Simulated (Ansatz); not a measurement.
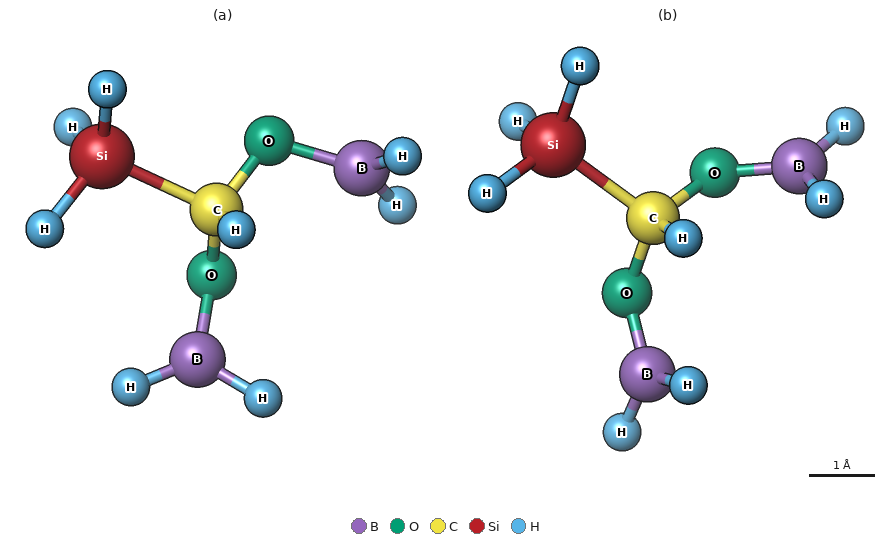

The structure of CH8B2O2Si before (left) and after (right) a relaxation, at one scale.

The picture is a ball-and-stick view, seen face on.

The run prepares an end point of a later path (hydrogen shift) calculation, from a guessed geometry.

All numbers below come from RKS B3LYP/6-31G* in Ansatz 0.2.0. Set-up: no spin polarisation; force threshold 0.02 eV/Å; at most 50 steps.

**What changed between the two?**

The energy falls by 208.5 kJ/mol in 11 geometry steps. Largest force component: 3.6 eV/Å at the start, 0.019 eV/Å at the end. An H atom moves most after the best rigid fit: 1.33 Å. By element the largest moves are H 1.33 Å, O 0.60 Å, B 0.24 Å, Si 0.21 Å, C 0.19 Å. Some distances before and after: B–O 1.491 → 1.354 Å, B–O 1.461 → 1.354 Å, H–Si 1.414 → 1.486 Å, B–H 1.132 → 1.194 Å. Among the angles between lasting bonds that change: C–O–B 108.7° → 122.3°, B–O–C 110.1° → 122.3°, O–C–H 116.4° → 109.4°. Groups turn about B–O by about 90°, B–O by about 90°, C–O by about 40°.
